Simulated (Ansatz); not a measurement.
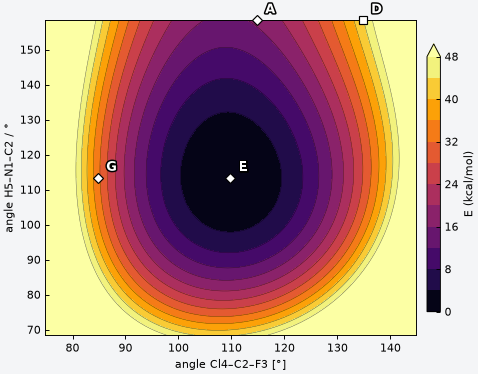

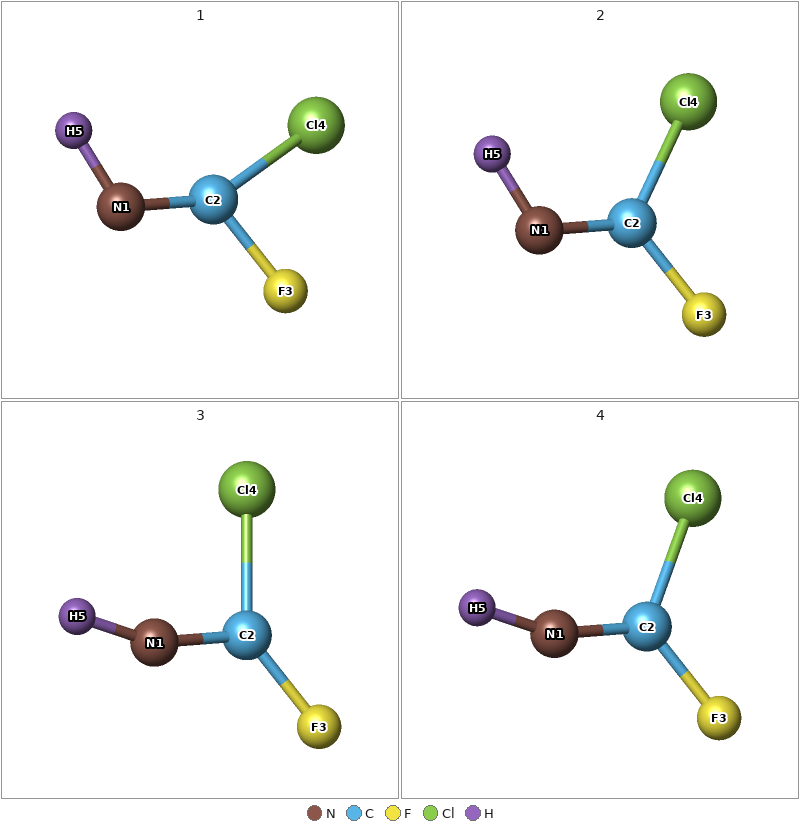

CHClFN, SMILES N=C(F)Cl. First axis: angle Cl4–C2–F3. Second axis: angle H5–N1–C2. Nothing is relaxed (all other coordinates rigid). Grid: 15 × 15 points. Points are written as (first, second). All energies are given in kcal/mol relative to the lowest grid point. All numbers below come from RKS B3LYP-D4/def2-TZVP in Ansatz 0.2.0.

In the figure: filled contours, one colour for all values above the top of the scale, lettered points. Between grid points the surface is interpolated. The numbered pictures are the structures at these points, in random order.

> Which structure belongs to which point?

A is structure 4: (114.8°, 158.4°), 17 kcal/mol; D is structure 3: (134.8°, 158.4°), 44 kcal/mol; E is structure 2: (109.8°, 113.4°), 0 kcal/mol; G is structure 1: (84.8°, 113.4°), 33 kcal/mol.
